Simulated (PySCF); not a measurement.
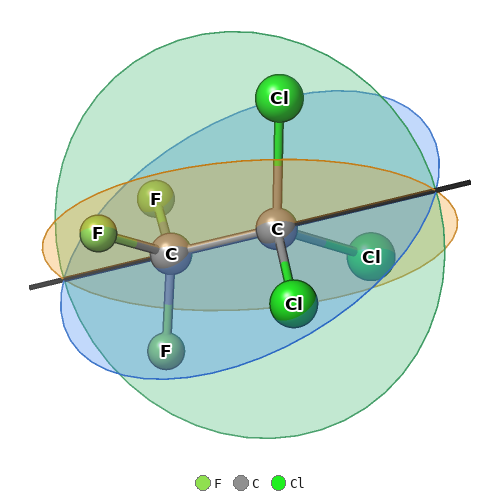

All proper rotation axes (lines) and mirror planes (discs) of the structure are drawn in. Depth is shown by fading: the farther an atom, the more it takes the colour of the background. The computed structure is the end point of a PBE0-D3(BJ)/def2-SVP optimisation. No frequency run is at hand to confirm it as a minimum.

> What is the order of each axis, and which point group results?

It has 1 C3 axis and 3 mirror planes. Point group C3v. The group has 6 operations. The geometry is achiral, and symmetry allows a dipole moment.
